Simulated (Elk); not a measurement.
**Sn: optical spectrum from first principles**

Aim: the dielectric function of Sn, and the optical constants that follow from it. The cell comes from an older database entry, whose edges can differ from later determinations, mostly by under a per cent.

Method: DFT, LDA, all-electron APW+lo, Dirac cores, scalar-relativistic bands, independent-particle optical response without local fields, in Elk 11.2.3 (patched build).

The database entry behind the starting cell differs from later determinations by our own check (about 0.15 % long, nanocrystals), so it need not match the best structure at ambient conditions.

### 1. The starting structure

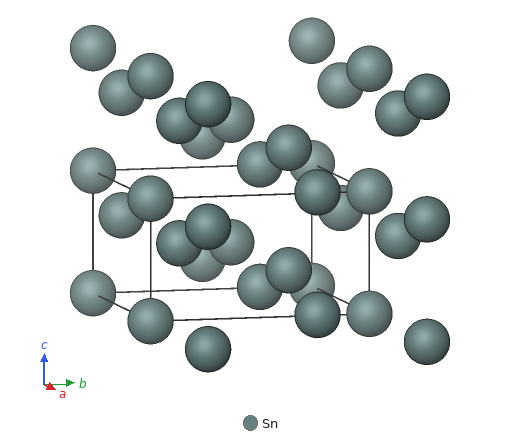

The cell as given, slightly off an axis (tin teal). 2×1×2 cells are drawn. This picture shows the conventional cell, with its axes. Some periodic images of atoms are drawn too.

### 2. Ground state

First the ground state: is it a metal or has it a gap?

This step: DFT, LDA, all-electron APW+lo, Dirac cores, scalar-relativistic bands, ground state (Elk 11.2.3 (patched build)).

The input, elk.in:

```
tasks
  0
  120

xctype
  3

nempty
  14

lorbcnd
  .true.

rgkmax
  7.0

swidth
  0.0018375

maxscl
  100

epsengy
  1e-05

sppath
  './'

avec
  -5.5173276831 5.5173276831 3.0118454974
  5.5173276831 -5.5173276831 3.0118454974
  5.5173276831 5.5173276831 -3.0118454974

atoms
  1
  'Sn.in'
  2
  0.7500000000 0.2500000000 0.5000000000   0.000 0.000 0.000
  0.0000000000 0.0000000000 0.0000000000   0.000 0.000 0.000

ngridk
  11 11 11
```

The run is started by

```console
$ OMP_NUM_THREADS=2 elk
```

Numbers of over 12 decimals in the logs are rounded to 6 here.

The log of the run:

```text
┌─────────────────────────┐
│ Elk code version 11.2.3 │
└─────────────────────────┘

All units are atomic (Hartree, Bohr, etc.)

┌─────────────────────────────────────────────────┐
│ Ground-state run starting from atomic densities │
└─────────────────────────────────────────────────┘

Lattice vectors :
  -5.517327683       5.517327683       3.011845497
   5.517327683      -5.517327683       3.011845497
   5.517327683       5.517327683      -3.011845497

Reciprocal lattice vectors :
  0.1585346783E-16  0.5694047615       1.043078955
  0.5694047615      0.1585346783E-16   1.043078955
  0.5694047615      0.5694047615      0.2855525460E-16

Unit cell volume      :    366.7332078
Brillouin zone volume :   0.6763778359

Muffin-tin inner radius fraction :   0.1000000000E-01

Nuclei treated as point charges

Species : 1 (Sn)
 parameters loaded from : Sn.in
 name : tin
 nuclear charge    :   -50.00000000
 electronic charge :    50.00000000
 atomic mass :    216395.0922
 muffin-tin radius :    2.600000000
 number of radial points in muffin-tin :    597
 inner part over the whole radius :   0.9781830487E-02
 number on inner part of muffin-tin    :    425
 approximate nuclear radius :   0.8828114845E-04
 number of mesh points to nuclear radius :    214
 atomic positions (lattice), magnetic fields (Cartesian) :
  1 :   0.37500000  0.12500000  0.25000000    0.00000000  0.00000000  0.00000000
  2 :  -0.37500000 -0.12500000 -0.25000000    0.00000000  0.00000000  0.00000000

Total number of atoms per unit cell :    2
Total muffin-tin volume :    147.2443533
 ratio of muffin-tin to unit cell volume :   0.4015026459

Spin treatment :
 spin-unpolarised

Number of Bravais lattice symmetries :   16
Number of crystal symmetries         :   16
Crystal has inversion symmetry
Real symmetric eigensolver will be used

k-point grid :     11    11    11
k-point offset :    0.000000000       0.000000000       0.000000000
k-point set is reduced with full crystal symmetry group
Total number of k-points :      126

Muffin-tin radius times maximum |G+k| :    7.000000000
 using average radius
Maximum |G+k| for APW functions       :    2.692307692
Maximum (1/2)|G+k|²                   :    3.624260355
Maximum |G| for potential and density :    12.00000000
Constant for pseudocharge density :    8
 order of it for each species :   15
 order of it for pair densities of each species (exact exchange by exxq0 0: 15) :   10
Radial integration step length :    1

G-vector grid sizes :     32    32    32
Number of G-vectors :    10659

Maximum angular momentum used for
 APW functions            :    8
 outer part of muffin-tin :    6
 inner part of muffin-tin :    2

Total nuclear charge    :   -100.0000000
Total core charge       :    60.00000000
Total valence charge    :    40.00000000
Total excess charge     :    0.000000000
Total electronic charge :    100.0000000

Effective Wigner radius, rₛ :   0.9566517625

Number of empty states         :     28
Total number of valence states :     49
Total number of core states    :     60

Conduction state local-orbitals added automatically
Third-order local-orbitals added for an l without core states : F
Total number of local-orbitals :    132

Exchange-correlation functional :      3     0     0
 Perdew-Wang/Ceperley-Alder, Phys. Rev. B 45, 13244 (1992)
 gradient requirement :    0
 local density approximation (LDA)

Smearing type :    3
 Fermi-Dirac
Smearing width :   0.1837500000E-02
Effective electronic temperature (K) :    580.2366081

Mixing type :    3
 Broyden mixing, J. Phys. A: Math. Gen. 17, L317 (1984)

Kohn-Sham potential initialised from atomic data

┌──────────────────────────────┐
│ Self-consistent loop started │
└──────────────────────────────┘

┌─────────────────┐
│ Loop number : 1 │
└─────────────────┘

Energies :
 Fermi                       :     0.125614
 sum of occupied eigenvalues :     -7463.0003430063
 electron kinetic            :      12992.662881266
 core electron kinetic       :      12517.679025520
 Coulomb                     :     -25020.747979752
 Coulomb potential           :     -20027.021497795
 nuclear-nuclear             :     -1257.7687404282
 electron-nuclear            :     -27525.271240967
 Hartree                     :      3762.2920016425
 Madelung                    :     -15007.237230855
 xc potential                :     -428.64172647728
 exchange                    :     -310.26683133642
 correlation                 :     -9.575061
 electron entropic           :    -0.31559207171644E-03
 total energy                :     -12347.927306326

Density of states at Fermi energy :    29.15805421
 (states/Hartree/unit cell)

Estimated indirect band gap :   0.1111925130E-02
 from k-point 12 to k-point 52
Estimated direct band gap   :   0.2884651902E-01
 at k-point 52

Charges :
 core                        :    60.00000000
 valence                     :    40.00000000
 interstitial                :    3.767017650
 muffin-tins (core leakage)
  species : 1 (Sn)
   atom 1                    :    48.11649117     (  0.6463597404E-04)
   atom 2                    :    48.11649117     (  0.6463597404E-04)
 total in muffin-tins        :    96.23298235
 total calculated charge     :    99.99979927
 total charge                :    100.0000000
 error                       :   0.2007307775E-03

┌─────────────────┐
│ Loop number : 2 │
└─────────────────┘

Energies :
 Fermi                       :     0.126477
 sum of occupied eigenvalues :     -7462.9572854840
 electron kinetic            :      12992.721701921
 core electron kinetic       :      12517.693843000
 Coulomb                     :     -25020.794077742
 Coulomb potential           :     -20027.010774976
 nuclear-nuclear             :     -1257.7687404282
 electron-nuclear            :     -27525.373512398
 Hartree                     :      3762.3481750834
 Madelung                    :     -15007.288690255
 xc potential                :     -428.66821242887
 exchange                    :     -310.26896393277
 correlation                 :     -9.575110
 electron entropic           :    -0.31559178942797E-03
 total energy                :     -12347.916765519

Density of states at Fermi energy :    29.15824024
 (states/Hartree/unit cell)

Estimated indirect band gap :   0.1125596363E-02
 from k-point 12 to k-point 52
Estimated direct band gap   :   0.2884353266E-01
 at k-point 52

Charges :
 core                        :    60.00000000
 valence                     :    40.00000000
 interstitial                :    3.766468842
 muffin-tins (core leakage)
  species : 1 (Sn)
   atom 1                    :    48.11676558     (  0.6460168583E-04)
   atom 2                    :    48.11676558     (  0.6460168583E-04)
 total in muffin-tins        :    96.23353116
 total calculated charge     :    99.99979938
 total charge                :    100.0000000
 error                       :   0.2006156692E-03

RMS change in Kohn-Sham potential (target) :   0.3417403995E-01 (  0.1000000000E-05)
Absolute change in total energy (target)   :   0.1054080757E-01 (  0.1000000000E-04)

[... 13 loops left out ...]

┌──────────────────┐
│ Loop number : 16 │
└──────────────────┘

Energies :
 Fermi                       :     0.225651
 sum of occupied eigenvalues :     -7455.3045261098
 electron kinetic            :      12995.434822147
 core electron kinetic       :      12518.512353766
 Coulomb                     :     -25023.007406603
 Coulomb potential           :     -20026.439960831
 nuclear-nuclear             :     -1257.7687404282
 electron-nuclear            :     -27530.356300322
 Hartree                     :      3765.1176341477
 Madelung                    :     -15009.787426187
 xc potential                :     -424.29938742585
 exchange                    :     -310.37361727645
 correlation                 :     -9.577653
 electron entropic           :    -0.31546092585222E-03
 total energy                :     -12347.524169919

Density of states at Fermi energy :    29.15299938
 (states/Hartree/unit cell)

Estimated indirect band gap :   0.2076558982E-02
 from k-point 12 to k-point 8
Estimated direct band gap   :   0.2861071841E-01
 at k-point 52

Charges :
 core                        :    60.00000000
 valence                     :    40.00000000
 interstitial                :    3.734193859
 muffin-tins (core leakage)
  species : 1 (Sn)
   atom 1                    :    48.13290307     (  0.6241663163E-04)
   atom 2                    :    48.13290307     (  0.6241663163E-04)
 total in muffin-tins        :    96.26580614
 total calculated charge     :    99.99980705
 total charge                :    100.0000000
 error                       :   0.1929546248E-03

RMS change in Kohn-Sham potential (target) :   0.3254698876E-08 (  0.1000000000E-05)
Absolute change in total energy (target)   :   0.3001041478E-05 (  0.1000000000E-04)

Convergence targets achieved

┌──────────────────┐
│ Loop number : 17 │
└──────────────────┘

Energies :
 Fermi                       :     0.225651
 sum of occupied eigenvalues :     -7455.3045260891
 electron kinetic            :      12995.434822153
 core electron kinetic       :      12518.512353770
 Coulomb                     :     -25023.007406611
 Coulomb potential           :     -20026.439960840
 nuclear-nuclear             :     -1257.7687404282
 electron-nuclear            :     -27530.356300329
 Hartree                     :      3765.1176341465
 Madelung                    :     -15009.787426190
 xc potential                :     -424.29938740159
 exchange                    :     -310.37361727649
 correlation                 :     -9.577653
 electron entropic           :    -0.31546092580777E-03
 total energy                :     -12347.524169921

Density of states at Fermi energy :    29.15299938
 (states/Hartree/unit cell)

Estimated indirect band gap :   0.2076558980E-02
 from k-point 12 to k-point 8
Estimated direct band gap   :   0.2861071841E-01
 at k-point 52

Charges :
 core                        :    60.00000000
 valence                     :    40.00000000
 interstitial                :    3.734193860
 muffin-tins (core leakage)
  species : 1 (Sn)
   atom 1                    :    48.13290307     (  0.6241663194E-04)
   atom 2                    :    48.13290307     (  0.6241663194E-04)
 total in muffin-tins        :    96.26580614
 total calculated charge     :    99.99980705
 total charge                :    100.0000000
 error                       :   0.1929546253E-03

┌──────────────────────────────┐
│ Self-consistent loop stopped │
└──────────────────────────────┘

Wrote STATE.OUT
```

Run time: 32 s. Hardware: 2 threads of Arm Neoverse V2, shared host; peak memory 0.1 GiB; 62 s of CPU time.

Numbers from this step:

| Item | Value |
| --- | --- |
| total energy | -12348 Ha |
| Fermi energy | 6.140 eV |
| DOS at the Fermi level | 1.071 states/eV/cell |

There are states at the Fermi level within the smearing, so the occupations stay smeared and the carriers get a Drude term.

### 3. Independent particles

The spectrum is a sum over vertical transitions between filled and empty bands at the fixed density, so many empty bands are needed.

This step: DFT, LDA, all-electron APW+lo, Dirac cores, scalar-relativistic bands, independent-particle optical response without local fields (Elk 11.2.3 (patched build)).

elk.in: that of step 2 with these lines changed.

```diff
@@ -1,4 +1,10 @@
 tasks
-  0
-  120
+  121
+
+optcomp
+  1 1
+  3 3
+
+intraband
+  .true.
 
@@ -17,9 +23,7 @@
 swidth
-  0.0018375
+  0.0055124
 
-maxscl
-  100
-
-epsengy
-  1e-05
+wplot
+  400 100 0
+  0.0 1.10248
```

The run is started by

```console
$ OMP_NUM_THREADS=2 elk
```

The log of the run:

```text
┌─────────────────────────────────┐
│ Elk code version 11.2.3 started │
└─────────────────────────────────┘

┌────────────────────┐
│ Current task : 121 │
└────────────────────┘

Info(findsymcrys): atomic basis shift (lattice) :
  0.6250000000      0.8750000000      0.7500000000
See GEOMETRY.OUT for new atomic positions

Info(dielectric):
 dielectric tensor written to EPSILON_ij.OUT
 optical conductivity written to SIGMA_ij.OUT
 plasma frequency written to PLASMA_ij.OUT
 for components
  i = 1, j = 1
  i = 3, j = 3

┌──────────────────┐
│ Elk code stopped │
└──────────────────┘
```

Elapsed: 9.1 s, on 2 threads; peak memory 0.04 GiB; 18 s of CPU time.

This step gave:

```
centre of weight of the strongest loss peak in the window : 13.92 eV
Drude plasma energy, first axis                           : 9.123 eV
```

The Im ε has structure finer than the step of the table below, so its rows give means over 2.5 eV, whole bins alone (the curve runs from 0.3 to 28.9 eV). Peaks (eV: height): E ∥ x 1.05: 78.3; E ∥ z 0.97: 61.8.

Sum at mesh points, not converged in k. The Im ε by photon energy; means over each step:

```
photon energy (eV)   E ∥ x   E ∥ z
               2.5    14.6    20.0
               5.0    4.25    3.68
               7.5    1.08   0.891
              10.0   0.533   0.486
              12.5   0.237   0.284
              15.0   0.134   0.127
              17.5  0.0797  0.0695
              20.0  0.0752  0.0798
              22.5   0.253   0.276
              25.0   0.301   0.303
              27.5   0.254   0.233
```

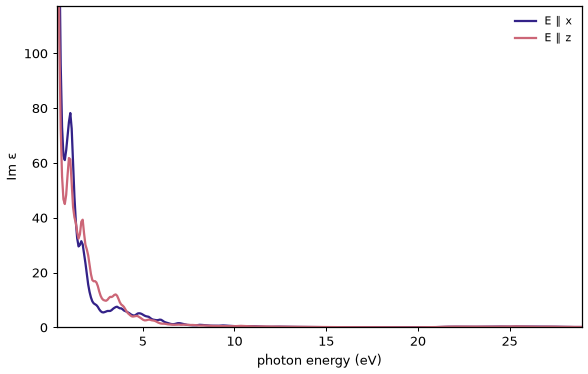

Im ε, plotted against photon energy. Below 1 eV the curve runs off the scale.

Values under 1 per cm are given as 1; sum at mesh points, not converged in k. Table of absorption coefficient by photon energy:

```
photon energy (eV)  E ∥ x (1/cm)  E ∥ z (1/cm)
                 2         1.2e6         1.1e6
                 4         1.2e6         1.4e6
                 6         1.4e6         1.3e6
                 8         1.1e6         1.2e6
                10         1.1e6         9.2e5
                12         7.4e5         7.3e5
                14         4.2e5         3.8e5
                16         1.4e5         1.4e5
                18         82962         66476
                20         67245         74089
                22         3.3e5         3.4e5
                24         3.7e5         3.6e5
                26         4.3e5         4.4e5
                28         3.5e5         3.3e5
```

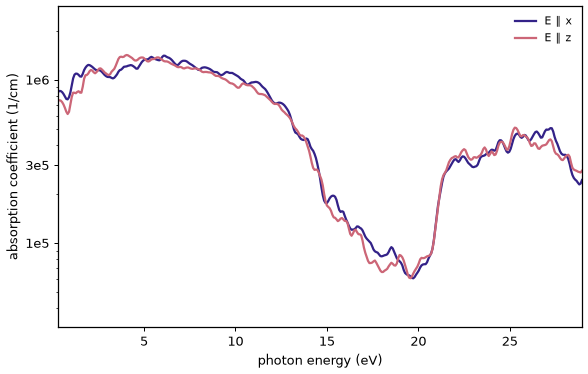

Absorption coefficient, plotted against photon energy.

The reflectivity at normal incidence has structure finer than the step of the table below, so its rows give means over 1 eV, whole bins alone (the curve runs from 0.3 to 28.9 eV). Peaks (eV: height): E ∥ x 6.5: 77.6; E ∥ z 6.0: 79.9.

Sum at mesh points, not converged in k. The reflectivity at normal incidence by photon energy; means over each step:

```
photon energy (eV)  E ∥ x (%)  E ∥ z (%)
                 1       87.4       82.4
                 2       85.6       75.5
                 3       77.1       70.2
                 4       67.6       74.0
                 5       65.5       74.4
                 6       71.8       77.8
                 7       72.3       73.9
                 8       69.8       69.8
                 9       64.5       67.0
                10       63.9       56.2
                11       58.2       53.0
                12       56.2       46.7
                13       46.7       38.5
                14       28.3       26.3
                15       15.5       13.8
                16       7.78       6.49
                17       4.26       3.73
                18       2.36       1.92
                19       1.34       1.02
                20      0.554      0.420
                21      0.250      0.215
                22      0.626      0.641
                23      0.623      0.703
                24      0.713      0.709
                25      0.828      0.909
                26      0.979       1.01
                27       1.18      0.871
                28      0.955      0.680
```

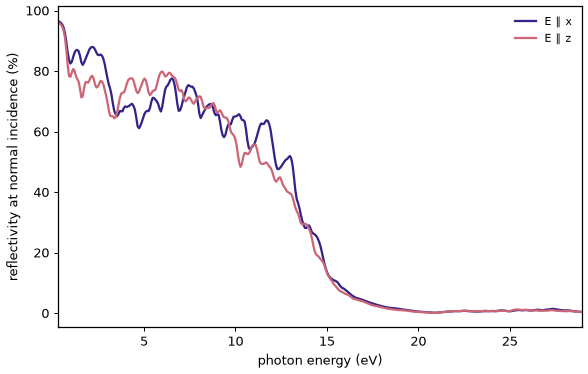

Reflectivity at normal incidence, plotted against photon energy.

The loss function −Im 1/ε at q → 0 has structure finer than the step of the table below, so its rows give means over 2 eV, whole bins alone (the curve runs from 0.3 to 28.9 eV). Peaks (eV: height): E ∥ x 14.4: 5.33; E ∥ z 14.1: 5.52.

Sum at mesh points, not converged in k. The loss function −Im 1/ε at q → 0 by energy loss; means over each step:

```
energy loss (eV)   E ∥ x   E ∥ z
               2  0.0146  0.0235
               4  0.0677  0.0486
               6  0.0883  0.0743
               8   0.172   0.186
              10   0.432   0.558
              12    1.40    1.80
              14    4.57    4.17
              16    1.03   0.828
              18   0.259   0.195
              20   0.112   0.112
              22   0.301   0.306
              24   0.344   0.348
              26   0.411   0.408
```

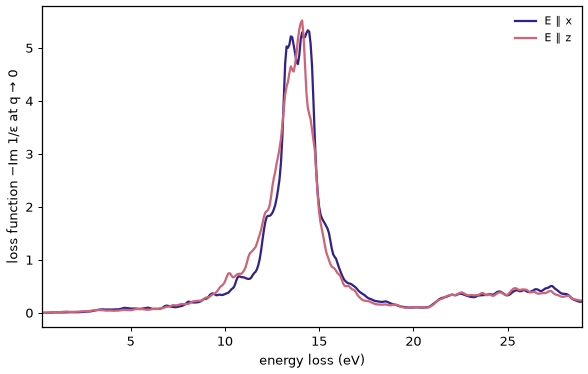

Loss function −Im 1/ε at q → 0 against energy loss.

Optical constants at common wavelengths, from n + ik = √ε:

```
wavelength (nm)   n x    k x  R (%) x   1/α x   n z    k z  R (%) z   1/α z
           1550  3.39  9.401     87.3   13 nm  3.08  7.722     83.7   16 nm
           1064  3.70  8.890     85.4  9.5 nm  3.40  7.063     80.4   12 nm
            800  2.25  6.666     83.6  9.6 nm  3.15  5.312     72.3   12 nm
            532  0.90  4.896     87.0  8.6 nm  1.81  4.647     75.4  9.1 nm
            405  0.89  3.353     76.0  9.6 nm  1.45  3.448     67.6  9.3 nm
            308  1.02  2.959     68.2  8.3 nm  1.00  3.468     75.1  7.1 nm
            248  0.90  2.606     65.4  7.6 nm  0.54  2.675     77.3  7.4 nm
```

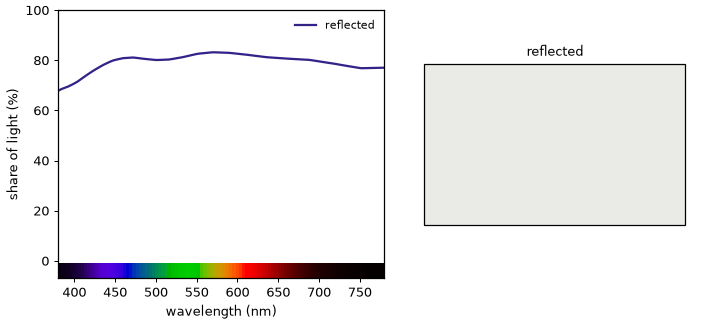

Light reflected across the visible range, with the colour that it makes of daylight (sRGB).

A polished face would reflect 82 % of daylight and look near white (CIE x = 0.316, y = 0.333 under D65).

### 4. Results

```json
{
 "Drude plasma energy, first axis": "9.12 eV",
 "centre of weight of the strongest loss peak in the window, first axis": "13.9 eV"
}
```

**Reading.** At this level (LDA, independent particles) Sn is a metal with a Drude plasma energy of 9.1 eV along x and 8.2 eV along z. The mesh is too coarse to trust the carriers' weight, the reflectivity or the colour to better than tens of per cent. Along x the bare Drude plasma energy is 9.1 eV; Re ε first rises through zero at 13.62 eV, higher, since interband strength adds to the carriers'. A polished face would reflect 82 % of daylight and look near white (CIE x = 0.316, y = 0.333 under D65). The carriers' damping of 0.15 eV is typed, not computed; at 0.8 eV the carriers give 37 % of Im ε along the first axis; the rest comes from the sum over bands, which at low energy also holds close bands and the noise of the mesh. Spin-orbit coupling is left out although heavy atoms are present. The curves end at 29 eV, about where the summed bands run out. The sum runs over mesh points 0.20 Å⁻¹ apart with no interpolation, so peaks are partly noise of the mesh, and the Drude plasma energy, a sum over the Fermi surface, isn't converged. Besides steps told in other documents, this task had 2 steps that ran out of time; those not told in a step above aren't shown.

[Machine, clock and banner lines and Python warnings are left out of the logs.]

[Logs are printed without paths, hosts, clocks, repeated set-up lines and the standing remarks that a program may print on its own settings, such as how far it seeks lower states.]

[Hosts, paths, dates, database ids (printed as entryN), source tags and the programs' standing remarks are cut or masked in the printed files.]
